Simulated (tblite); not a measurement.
Frequency calculation, with input and output: CH3GeO2

The run: frequency calculation of CH3GeO2, multiplicity 2, SMILES O=C[O][GeH2]. Method and program: GFN2-xTB harmonic vibrations, gas phase (tblite 0.8.0).

It belongs to a series of runs on one base structure; here: X = H replaced by OCHO.

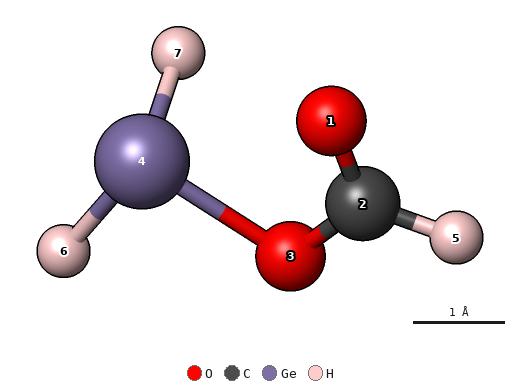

Fig. 1: The structure (ball-and-stick view, seen at a tilt; atoms are numbered from 1 in the order of the input). Sticks mark near contacts.

Input file
```
{"job": {"kind": "ir", "xc": "GFN2-xTB", "basis": "xTB"}, "charge": 0, "multiplicity": 2}
O      1.160542     1.121068     0.195585
C      1.244652    -0.086622     0.322021
O      0.225897    -0.832973     0.480622
Ge    -1.232480     0.484632     0.343076
H      2.220715    -0.599411     0.310277
H     -2.350540    -0.615659     0.735832
H     -1.265452     0.533870    -1.243529
```

The first line tells a small driver script what to run in tblite; the rest is the geometry in Å.

Run on 1 CPU thread, shared host.

Launch command:
```bash
OMP_NUM_THREADS=1 python <driver script> task.json out
```

What the program printed
```
mode    cm-1     km/mol
  1     151.5     24.82
  2     233.0      4.20
  3     290.7     28.49
  4     334.3     60.33
  5     533.1     16.31
  6     584.0     89.39
  7     746.3    167.46
  8     787.3    107.99
  9     954.4      6.74
 10    1257.9    184.51
 11    1275.4     78.93
 12    1322.6     59.39
 13    1504.0    562.81
 14    1658.6    495.30
 15    2828.7     81.63
```

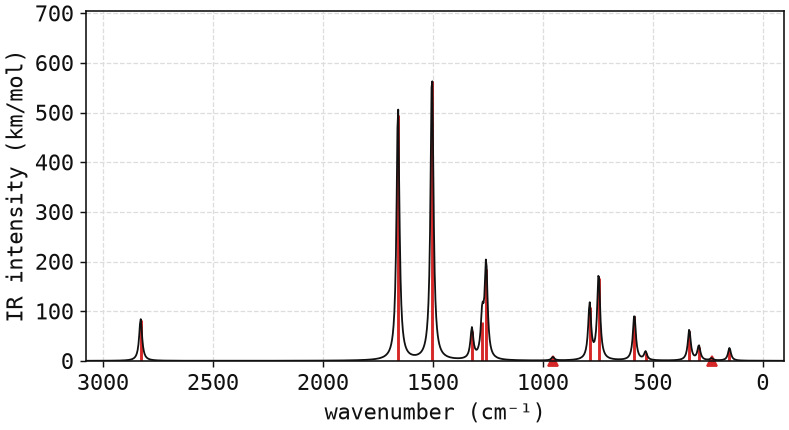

Fig. 2: Harmonic infrared spectrum, unscaled: sticks (degenerate modes added up, dark ones marked on the axis) with a Lorentzian envelope of 16 cm⁻¹ full width, scaled to the tallest stick. 15 modes from 152 to 2829 cm⁻¹, none imaginary. The strongest line is at 1504 cm⁻¹ (563 km/mol). All modes, in cm⁻¹ (km/mol): 152 (25), 233 (4.2), 291 (28), 334 (60), 533 (16.3), 584 (89), 746 (167), 787 (108), 954 (6.7), 1258 (185), 1275 (79), 1323 (59), 1504 (563), 1659 (495), 2829 (82).

Results in brief

```csv
quantity,value
outcome,converged
total energy,−373.1616 eV
zero-point energy,20.6740 kcal/mol
peak memory,0.17 GiB
```
